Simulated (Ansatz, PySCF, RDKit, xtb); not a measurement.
# Solving [GeNO2]−, step by step

Task: start from the formula [GeNO2]− (charge -1), draw up candidate structures, narrow them down in stages, and characterise the one that lies lowest at 298.15 K.

Plan: many cheap relaxations first (GFN2-xTB), then density-functional screening, relaxation at B3LYP-D3(BJ)/def2-SVPD, vibrations and a final energy. The numbers are computed, not measured.

7 further runs of the same task are left out: 7 set aside as unsound or not needed.

## (1) Possible bonding patterns

A program enumerates the bonding patterns with one Lewis structure each (two rings at most, one unusual centre or charged pair), with their diastereomers. O–O, O–halogen and N–halogen bonds and N–N–N chains are not drawn. That gives 8 candidates.

```
label               SMILES     spin
 c182     [O]=[Ge]=[N][O-]  singlet
 c273  [O-][N+]([O-])=[Ge]  singlet
 c349   [O]1[N]2[O][Ge-]12  singlet
 c430     [N-]1[O][Ge][O]1  triplet
 c546  [O-][N+]([O-])=[Ge]  triplet
 c598     [N-]1[O][Ge][O]1  singlet
 c623  [O-][N+]1=[Ge-][O]1  singlet
 c863    [O-][Ge]1=[N][O]1  singlet
```

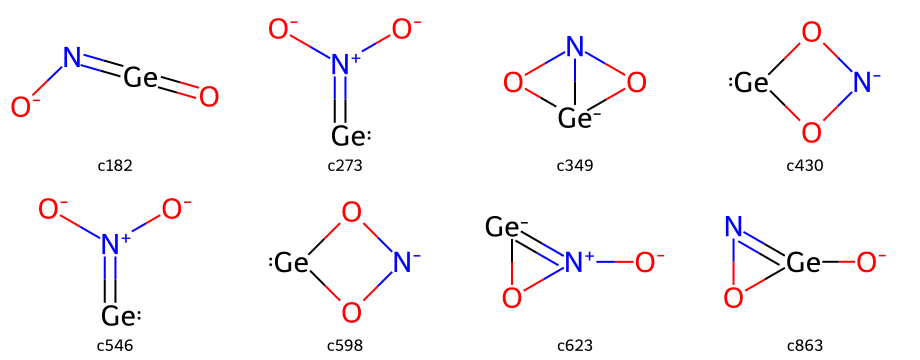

Structural formulas of the candidates.

Candidates are built by distance geometry, with a force field where one applies, in up to four conformers (letters a to d). 10 starts with atoms placed at random are added, to find patterns that the rules miss.

## (2) Search with GFN2-xTB

All 20 starts are relaxed the same way. One of them, c051 (atoms placed at random), in full:

Input file start.xyz:

```xyz
4
c051
Ge     1.325440     0.662240     0.755410
N     -1.345460    -0.375850    -0.932710
O     -0.462640    -0.615390     1.091320
O     -0.798590     0.458550    -0.284520
```

The run is started by

```sh
$ xtb start.xyz --gfn 2 --opt --chrg -1
```

Output, shortened:

```text
* xtb version 6.7.1
[...]
          :  # basis functions                  22          :
[...]
          :  # electrons                        22          :
[...]
          :  Hamiltonian                  GFN2-xTB          :
[...]
          :  net charge                         -1          :
          :  unpaired electrons                  0          :
[...]
   *** convergence criteria satisfied after 36 iterations ***
[...]
   *** GEOMETRY OPTIMIZATION CONVERGED AFTER 25 ITERATIONS ***
[...]
   *** convergence criteria satisfied after 3 iterations ***
[...]
         ::                     SUMMARY                     ::
         :::::::::::::::::::::::::::::::::::::::::::::::::::::
         :: total energy             -13.127337385948 Eh    ::
         :: gradient norm              0.000196313622 Eh/a0 ::
         :: HOMO-LUMO gap              0.001839815925 eV    ::
         ::.................................................::
         :: SCC energy               -13.151071801432 Eh    ::
         :: -> isotropic ES            0.179699310185 Eh    ::
         :: -> anisotropic ES         -0.000653250954 Eh    ::
         :: -> anisotropic XC          0.003260338056 Eh    ::
         :: -> dispersion             -0.002291099304 Eh    ::
         :: repulsion energy           0.023734415485 Eh    ::
         :: add. restraining           0.000000000000 Eh    ::
         :: total charge              -1.000000000000 e     ::
         :::::::::::::::::::::::::::::::::::::::::::::::::::::
[...]
        11        1.0178           -0.0941224              -2.5612 (HOMO)
        12        0.9822           -0.0940548              -2.5594 (LUMO)
[...]
     #   Z          covCN         q      C6AA      α(0)
     1  32 Ge       1.269     0.272   273.043    35.169
     2   7 N        0.922    -0.327    28.344     7.693
     3   8 O        0.784    -0.612    26.453     6.894
     4   8 O        1.406    -0.333    19.870     6.003
[...]
     #   Z sym  total        # sym  WBO       # sym  WBO       # sym  WBO
 ---------------------------------------------------------------------------
     1  32 Ge   2.665 --     3 O    2.120     4 O    0.476
     2   7 N    1.468 --     4 O    1.393
     3   8 O    2.141 --     1 Ge   2.120
     4   8 O    1.882 --     2 N    1.393     1 Ge   0.476
 ---------------------------------------------------------------------------
[...]
molecular dipole:
                 x           y           z       tot (Debye)
 q only:        1.410       0.769      -0.460
   full:        1.565       0.950      -0.520       4.837
molecular quadrupole (traceless):
[...]
          | TOTAL ENERGY              -13.127337385948 Eh   |
          | GRADIENT NORM               0.000196313622 Eh/α |
          | HOMO-LUMO GAP               0.001839815925 eV   |
           -------------------------------------------------
[...]
```

Wall time 0.079 s (1 thread of Intel Xeon 6975P-C (Granite Rapids), shared host).

## (3) Distinct minima at GFN2-xTB

20 of the 20 relaxations converged; 8 ended on a minimum already found. 12 distinct structures remain:

```csv
label,start,SMILES after,spin,energy (kcal/mol),note
c182a,drawn and random,[O]=[Ge]=[N][O-],singlet,0.0,
c981,random and drawn,[O]1[N]2[O][Ge-]12,singlet,3.5,
c001,random,[O][N][Ge][O] ‡,singlet,8.0,
c931,random,[N][O][Ge][O] ‡,singlet,11.6,
c051,random,[N][O].[O][Ge] ‡,singlet,12.7,loosely bound
c598a,drawn,[N-]1[O][Ge][O]1,singlet,12.8,
c863a,drawn,[O-][Ge]1=[N][O]1,singlet,19.0,
c623a,drawn,[O][N]1[O][Ge]1 ‡,singlet,23.3,
c703,random,[N]1=[Ge-][O]O1,singlet,40.4,
c891,random,[N][Ge]1[O][O]1 ‡,singlet,49.3,
c430a,drawn,[N-]1[O][Ge][O]1,triplet,51.9,
c546a,drawn,[O][N]([O])[Ge] ‡,triplet,61.1,
```

‡ marks the bonded skeleton alone, with all bonds drawn single: no Lewis structure was assigned that passes a check against the bond lengths.

GFN2-xTB has no spin polarisation, so it can't rank spin states and is rough for open shells.

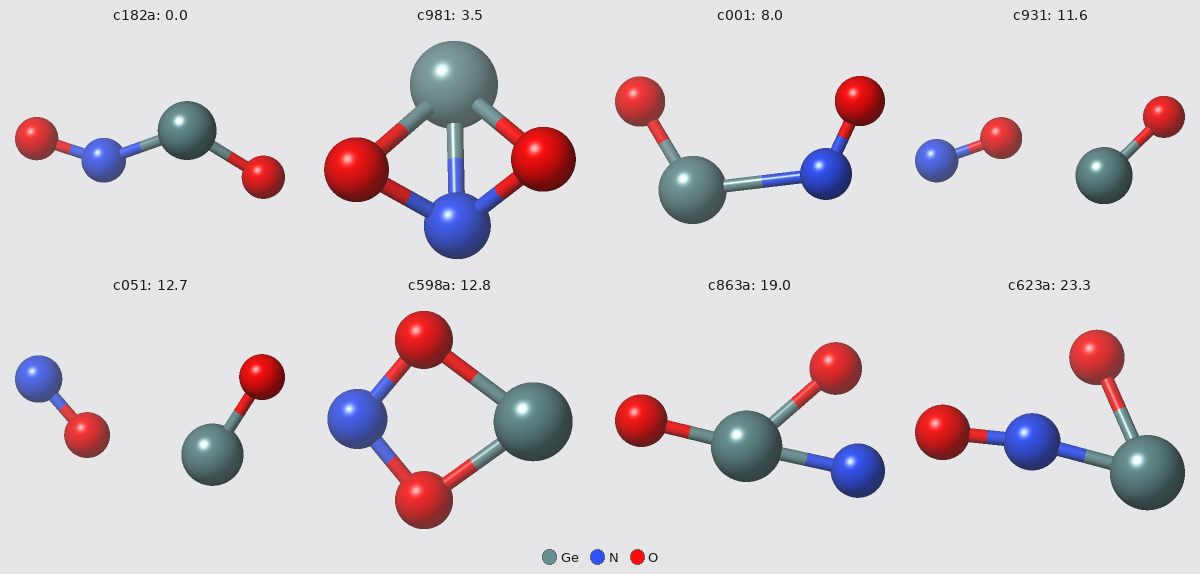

The 8 lowest minima that did not fall apart, with their GFN2-xTB energies in kcal/mol.

## (4) Single points on the low minima

A choice of the minima (the low ones first, few conformers of a pattern, up to a cap) and the lowest that fell apart get a single point at r2SCAN-D4/def2-SVPD on the tight-binding geometry, and one at HF/STO-3G for comparison. The lowest singlets are also tried as triplets at the same geometry (label ending in t). The first, c182a:

Input file input.yaml:

```yaml
basis:
  gaussian:
    orbitals: def2-SVPD
crystal:
  periodic: [false, false, false]
  atoms:
    - symbol: Ge
      position_ang: [-1.354851, -1.088084, 2.468741]
    - symbol: N
      position_ang: [-1.323909, 0.333837, 3.493681]
    - symbol: O
      position_ang: [-2.408136, -1.190448, 1.224272]
    - symbol: O
      position_ang: [-0.667567, 0.740976, 4.507679]
total_charge: -1
hamiltonian:
  xc: r2scan
  dispersion: d4
scf:
  lower_state_search: off
output: {orbitals: {seedname: orbitals}}
```

The run is started by

```sh
$ ansatz run input.yaml --threads 1 --pin off --max-ram 2610MiB --events-out events.jsonl --progress --plain --runs-dir runs
```

Output, shortened:

```text
Warning: RAYON_NUM_THREADS=1 ignored (pool sized by the plan → 1); use --threads N
Functional definition: r2SCAN
  name "r2SCAN"
[...]
954 factors; their error is unknown
[...]
mean field -62086.77937359 eV, -2281.6470580490 hartree, gradient 8.5e-6 eV, S^2 0.000000; 0 other end points of the search recorded, 0 dependent functions left out
reference -62086.77938558 eV, -2281.6470584894 hartree; 28, 28 occupied and 76, 76 virtual orbitals, 954 factors
Total energy: -62086.80060861 eV, -2281.6478384213 hartree
Checks for a lower state left out: stability, starts, cluster_reference, orbital_swaps, neighbouring_geometries, increment
```

Run time: 2 s. Hardware: 1 thread of Intel Xeon 6975P-C (Granite Rapids), shared host.

Relative energies in kcal/mol, each column from its lowest structure that stays in one piece:

```csv
label,SMILES,spin,GFN2-xTB,HF/STO-3G,r2SCAN-D4/def2-SVPD
c182at,[O]=[Ge]=[N][O-],triplet,–,–,0.0
c182a,[O]=[Ge]=[N][O-],singlet,0.0,56.9,5.4
c598a,[N-]1[O][Ge][O]1,singlet,12.8,13.0,8.5
c001,[O][N][Ge][O] ‡,singlet,8.0,39.4,10.8
c546a,[O][N]([O])[Ge] ‡,triplet,61.1,27.7,14.9
c981,[O]1[N]2[O][Ge-]12,singlet,3.5,2.0,18.7
c430a,[N-]1[O][Ge][O]1,triplet,51.9,0.0,22.1
c931,[N][O][Ge][O] ‡,singlet,11.6,52.8,26.4
c051,[N][O].[O][Ge] ‡,singlet,12.7,56.6,27.9
c623a,[O][N]1[O][Ge]1 ‡,singlet,23.3,56.3,30.1
c863a,[O-][Ge]1=[N][O]1,singlet,19.0,78.3,35.0
```

‡ marks the bonded skeleton alone, with all bonds drawn single: no Lewis structure was assigned that passes a check against the bond lengths.

## (5) Third filter: density-functional geometries

6 candidates are relaxed at B3LYP-D3(BJ)/def2-SVPD (chosen among the lowest in one piece, with other spins of them). The first, c182at:

Input file input.yaml:

```yaml
crystal:
  periodic: [false, false, false]
  atoms:
    - symbol: Ge
      position_ang: [-1.354851, -1.088084, 2.468741]
    - symbol: "N"
      position_ang: [-1.323909, 0.333837, 3.493681]
    - symbol: O
      position_ang: [-2.408136, -1.190448, 1.224272]
    - symbol: O
      position_ang: [-0.667567, 0.740976, 4.507679]
basis:
  gaussian: {orbitals: def2-SVPD}
total_charge: -1
magnetization: {spin_polarized: true, initial_magnetization: 2}
hamiltonian: {xc: {name: B3LYP}, dispersion: d3bj}
relax: {f_tol: 0.003}
```

The run is started by

```sh
$ ansatz run input.yaml --threads 1 --pin off --max-ram 2610MiB --events-out events.jsonl --progress --plain --runs-dir runs
```

Output, shortened:

```text
Warning: RAYON_NUM_THREADS=1 ignored (pool sized by the plan → 1); use --threads N
[...]
Functional definition: B3LYP
  name "B3LYP"
[...]
1072 factors; integrals over basis functions are off by at most 1.5e-4 eV
[...]
mean field -62091.01826275 eV, -2281.8028343523 hartree, gradient 6.6e-5 eV, S^2 2.013269; 2 other end points of the search recorded, 0 dependent functions left out
[...]
reference -62091.01847752 eV, -2281.8028422448 hartree; 29, 27 occupied and 75, 77 virtual orbitals, 1072 factors
relax step   1: F+E_penalty+E_count = -62091.15011456 eV  Δ(F+E_penalty+E_count) = +0.000e0 eV  max|allowed force component| = 4.867e0 eV/Å  Δτ_max = 0.0000 Å  (45 SCF iters, accepted)
[...]
relax step   7: F+E_penalty+E_count = -62092.10271216 eV  Δ(F+E_penalty+E_count) = -5.244e-5 eV  max|allowed force component| = 6.702e-3 eV/Å  Δτ_max = 0.0048 Å  (34 SCF iters, accepted)
[...]
relax step   8: F+E_penalty+E_count = -62092.10271343 eV  Δ(F+E_penalty+E_count) = -1.270e-6 eV  max|allowed force component| = 2.363e-3 eV/Å  Δτ_max = 0.0005 Å  (27 SCF iters, accepted)
1072 factors; integrals over basis functions are off by at most 1.1e-4 eV
mean field -62091.97368675 eV, -2281.8379455366 hartree, gradient 2.4e-5 eV, S^2 2.011056; 1 other end points of the search recorded, 0 dependent functions left out
[...]
reference -62091.97391059 eV, -2281.8379537627 hartree; 29, 27 occupied and 75, 77 virtual orbitals, 1072 factors
Total energy: -62092.10293727 eV, -2281.8426954056 hartree
Atom 0 at    -1.271859    -1.307839     2.408135 Å, force    -0.000480     0.000396    -0.000257 eV/Å
Atom 1 at    -1.370847     0.490660     3.550301 Å, force     0.001952     0.000266     0.002363 eV/Å
Atom 2 at    -2.449022    -1.140493     1.213629 Å, force     0.000209    -0.000287     0.000031 eV/Å
Atom 3 at    -0.662735     0.753954     4.522307 Å, force    -0.001681    -0.000375    -0.002137 eV/Å
Dipole moment:     0.411313    -0.356135     0.210090 e Å
```

Wall time 39 s (1 thread of Intel Xeon 6975P-C (Granite Rapids), shared host).

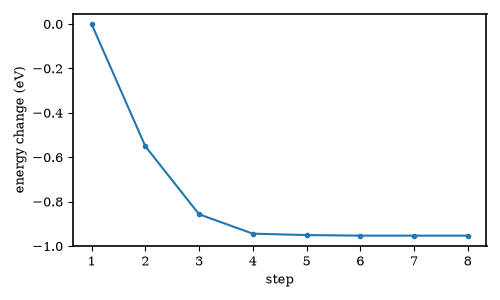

Energy along the run, all evaluated steps.

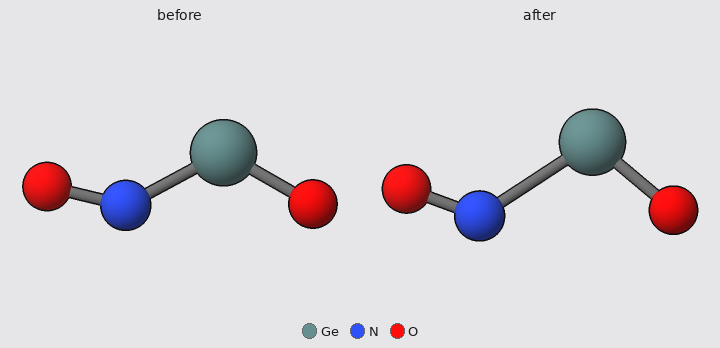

Before and after, at one scale.

After the run. Bond lengths: Ge1–N2 2.133 Å, Ge1–O3 1.685 Å, N2–O4 1.231 Å. Angles: Ge1–N2–O4 125.2°, N2–Ge1–O3 105.3°.

## (6) After refinement

```
 label     spin  r2SCAN-D4/def2-SVPD (kcal/mol)  B3LYP-D3(BJ)/def2-SVPD, relaxed (kcal/mol)  time
c182at  triplet                             0.0                                         0.0  39 s
  c001  singlet                            10.8                                        16.6  36 s
 c182a  singlet                             5.4                                        20.9  16 s
 c598a  singlet                             8.5                                        27.5  16 s
 c546a  triplet                            14.9                                        32.3  34 s
  c981  singlet                            18.7                                        39.4  16 s
```

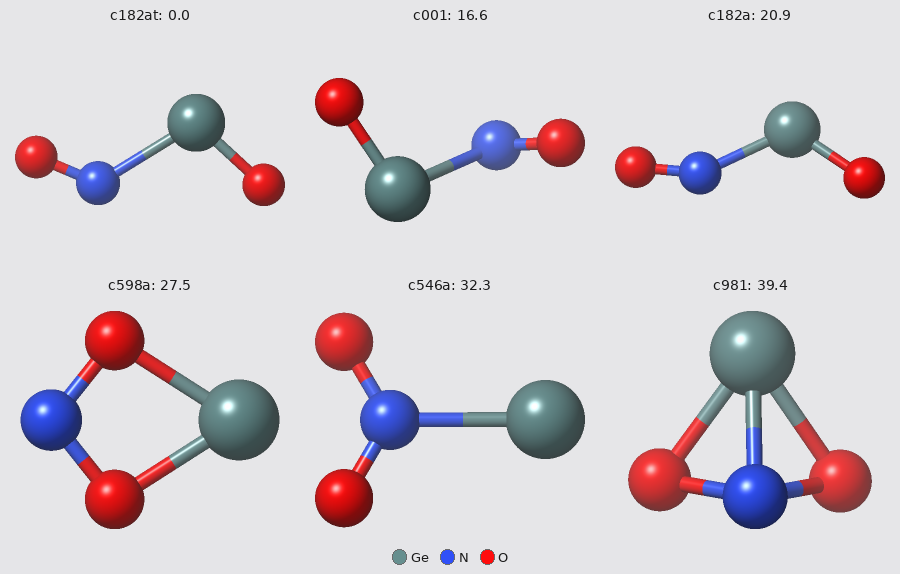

The relaxed structures, with energies at B3LYP-D3(BJ)/def2-SVPD in kcal/mol.

## (7) Are they minima? Harmonic frequencies

The lowest few in one piece go on as finalists (c598a, c546a, c981 drop out). Harmonic vibrations at B3LYP-D3(BJ)/def2-SVPD test each finalist and give the zero-point energy and the thermal terms. The first, c182at:

Input file input.yaml:

```yaml
crystal:
  periodic: [false, false, false]
  atoms:
    - symbol: Ge
      position_ang: [-1.271859, -1.307839, 2.408135]
    - symbol: "N"
      position_ang: [-1.370847, 0.490660, 3.550301]
    - symbol: O
      position_ang: [-2.449022, -1.140493, 1.213629]
    - symbol: O
      position_ang: [-0.662735, 0.753954, 4.522307]
basis:
  gaussian: {orbitals: def2-SVPD}
total_charge: -1
magnetization: {spin_polarized: true, initial_magnetization: 2}
hamiltonian: {xc: {name: B3LYP}, dispersion: d3bj}
scf: {lower_state_search: "off"}
phonons: {}
```

The run is started by

```sh
$ ansatz run input.yaml --threads 1 --pin off --max-ram 2610MiB --events-out events.jsonl --progress --plain --runs-dir runs
```

Output, shortened:

```text
Warning: RAYON_NUM_THREADS=1 ignored (pool sized by the plan → 1); use --threads N
Functional definition: B3LYP
  name "B3LYP"
[...]
1068 factors; integrals over basis functions are off by at most 1.2e-4 eV
[...]
mean field -62091.97369247 eV, -2281.8379457468 hartree, gradient 1.1e-6 eV, S^2 2.011056; 0 other end points of the search recorded, 0 dependent functions left out
[...]
reference -62091.97391630 eV, -2281.8379539724 hartree; 29, 27 occupied and 75, 77 virtual orbitals, 1068 factors
[...]
1068 factors; integrals over basis functions are off by at most 1.2e-4 eV
mean field -62091.97362648 eV, -2281.8379433217 hartree, gradient 2.6e-6 eV, S^2 2.011078; 0 other end points of the search recorded, 0 dependent functions left out
[...]
reference -62091.97385032 eV, -2281.8379515477 hartree; 29, 27 occupied and 75, 77 virtual orbitals, 1068 factors
[...]
1068 factors; integrals over basis functions are off by at most 1.2e-4 eV
mean field -62091.97354231 eV, -2281.8379402287 hartree, gradient 2.1e-6 eV, S^2 2.011007; 0 other end points of the search recorded, 0 dependent functions left out
[...]
reference -62091.97376615 eV, -2281.8379484546 hartree; 29, 27 occupied and 75, 77 virtual orbitals, 1068 factors
Total energy: -62092.10294298 eV, -2281.8426956153 hartree
Atom 0 at    -1.271859    -1.307839     2.408135 Å, force    -0.000413     0.000294    -0.000254 eV/Å
Atom 1 at    -1.370847     0.490660     3.550301 Å, force     0.002045     0.000255     0.002459 eV/Å
Atom 2 at    -2.449022    -1.140493     1.213629 Å, force     0.000156    -0.000210     0.000025 eV/Å
Atom 3 at    -0.662735     0.753954     4.522307 Å, force    -0.001788    -0.000338    -0.002231 eV/Å
Dipole moment:     0.411312    -0.356133     0.210090 e Å
Vibrations: 120.74 160.23 219.72 365.92 869.51 1549.77 cm⁻¹, zero-point energy 0.203700 eV
Checks for a lower state left out: stability, starts, cluster_reference, orbital_swaps, neighbouring_geometries, increment
```

Run time: 66 s. Hardware: 1 thread of Intel Xeon 6975P-C (Granite Rapids), shared host.

## (8) c182a is a saddle point: moving off it

The lowest mode of c182a is imaginary, 50i cm⁻¹. The structure is pushed 0.25 Å along it and relaxed again.

Input file input.yaml:

```yaml
crystal:
  periodic: [false, false, false]
  atoms:
    - {symbol: Ge, position_ang: [-1.330126, -1.208857, 2.411023]}
    - {symbol: N, position_ang: [-1.404674, 0.226110, 3.726447]}
    - {symbol: O, position_ang: [-2.427801, -1.140199, 1.123354]}
    - {symbol: O, position_ang: [-0.598366, 0.906718, 4.448263]}
basis:
  gaussian: {orbitals: def2-SVPD}
total_charge: -1
hamiltonian: {xc: {name: B3LYP}, dispersion: d3bj}
scf: {lower_state_search: "off"}
relax: {f_tol: 0.003}
```

The run is started by

```sh
$ ansatz run input.yaml --threads 1 --pin off --max-ram 2610MiB --events-out events.jsonl --progress --plain --runs-dir runs
```

Output, shortened:

```text
Warning: RAYON_NUM_THREADS=1 ignored (pool sized by the plan → 1); use --threads N
[...]
Functional definition: B3LYP
  name "B3LYP"
[...]
1068 factors; integrals over basis functions are off by at most 2.2e-4 eV
[...]
mean field -62090.98200657 eV, -2281.8015019621 hartree, gradient 6.9e-6 eV, S^2 0.000000; 0 other end points of the search recorded, 0 dependent functions left out
[...]
reference -62090.98222966 eV, -2281.8015101606 hartree; 28, 28 occupied and 76, 76 virtual orbitals, 1068 factors
relax step   1: F+E_penalty+E_count = -62091.11010829 eV  Δ(F+E_penalty+E_count) = +0.000e0 eV  max|allowed force component| = 1.898e0 eV/Å  Δτ_max = 0.0000 Å  (21 SCF iters, accepted)
[...]
relax step   4: F+E_penalty+E_count = -62091.24028728 eV  Δ(F+E_penalty+E_count) = -2.390e-2 eV  max|allowed force component| = 2.181e-1 eV/Å  Δτ_max = 0.0514 Å  (32 SCF iters, accepted)
[...]
relax step  13: F+E_penalty+E_count = -62091.38234871 eV  Δ(F+E_penalty+E_count) = -7.417e-5 eV  max|allowed force component| = 3.264e-3 eV/Å  Δτ_max = 0.0082 Å  (29 SCF iters, accepted)
[...]
relax step  14: F+E_penalty+E_count = -62091.38235105 eV  Δ(F+E_penalty+E_count) = -2.338e-6 eV  max|allowed force component| = 6.427e-4 eV/Å  Δτ_max = 0.0011 Å  (21 SCF iters, accepted)
Total energy: -62091.38256808 eV, -2281.8162223264 hartree
Atom 0 at    -1.206110    -1.346653     2.432267 Å, force     0.000424    -0.000643    -0.000561 eV/Å
Atom 1 at    -1.589823     0.132141     3.953890 Å, force    -0.000466     0.000595     0.000333 eV/Å
Atom 2 at    -2.341136    -0.873229     1.265959 Å, force    -0.000032     0.000197     0.000324 eV/Å
Atom 3 at    -0.623898     0.871512     4.056971 Å, force     0.000074    -0.000149    -0.000096 eV/Å
Dipole moment:     0.403244    -0.365020     0.335920 e Å
Checks for a lower state left out: stability, starts, cluster_reference, orbital_swaps, neighbouring_geometries, increment
```

Run time: 31 s. Hardware: 1 thread of Intel Xeon 6975P-C (Granite Rapids), shared host.

The energy changes by -4.29 kcal/mol.

## (9) Thermal terms of the finalists

At 298.15 K and 1 atm, ideal gas, rigid rotor and harmonic oscillator:

```
 label           SMILES     spin  point group  lowest mode (cm⁻¹)  zero-point (kcal/mol)  G − E (kcal/mol)
c182at  [O][N][Ge][O] ‡  triplet           Cs                 121                    4.7             -14.4
  c001  [O][N][Ge][O] ‡  singlet           C1                  76                    4.6             -14.5
```

Chiral structures get −RT ln 2 for their mirror image.

‡ marks the bonded skeleton alone, with all bonds drawn single: no Lewis structure was assigned that passes a check against the bond lengths.

## (10) Last filter: a higher level

Each finalist gets a single point at CCSD(T)/def2-SVPD + MP2/def2-TZVPPD - MP2/def2-SVPD.

c182at, CCSD(T)/def2-SVPD:

Input file input.yaml:

```yaml
crystal:
  periodic: [false, false, false]
  atoms:
    - {symbol: Ge, position_ang: [-1.271859, -1.307839, 2.408135]}
    - {symbol: "N", position_ang: [-1.370847, 0.490660, 3.550301]}
    - {symbol: O, position_ang: [-2.449022, -1.140493, 1.213629]}
    - {symbol: O, position_ang: [-0.662735, 0.753954, 4.522307]}
basis:
  gaussian: {orbitals: def2-SVPD}
scf: {omitted_lower_state_checks: [cluster_reference]}
magnetization: {spin_polarized: true, initial_magnetization: 2}
correlation: {method: ccsd_t, frozen_orbitals: {Ge: 9, "N": 1, O: 1}}
total_charge: -1
```

The run is started by

```sh
$ ansatz run input.yaml --threads 1 --pin off --max-ram 2610MiB --events-out events.jsonl --progress --plain --runs-dir runs
```

Output, shortened:

```text
Warning: RAYON_NUM_THREADS=1 ignored (pool sized by the plan → 1); use --threads N
Functional definition: HF
  name "HF"
[...]
1009 factors; integrals over basis functions are off by at most 5.6e-4 eV
[...]
mean field -62017.15040826 eV, -2279.0882407691 hartree, gradient 2.5e-6 eV, S^2 2.057235; 10 other end points of the search recorded, 0 dependent functions left out
12 core orbitals not correlated: weight in the atoms' cores, before any rotation towards them, 1.000 or more for the frozen orbitals, at most 0.000 for the correlated occupied ones
reference -62017.15040826 eV, -2279.0882407691 hartree; 17, 15 occupied and 75, 77 virtual orbitals, 1009 factors
second order -20.82507057 eV of doubles, -0.00000000 eV of singles
cycle   1  -19.69185698 eV  change     1.1e0 eV  update   1.9e-1
[...]
cycle  14  -20.77128725 eV  change    1.3e-6 eV  update   2.3e-5
perturbative correction -0.89291820 eV, -0.0328141388 hartree
Total energy: -62038.81461372 eV, -2279.8843856352 hartree
Checks for a lower state left out: cluster_reference
```

Wall time 65 s (1 thread of Intel Xeon 6975P-C (Granite Rapids), shared host); peak memory 0.98 GiB.

(Part 1 of 2 ends here.)
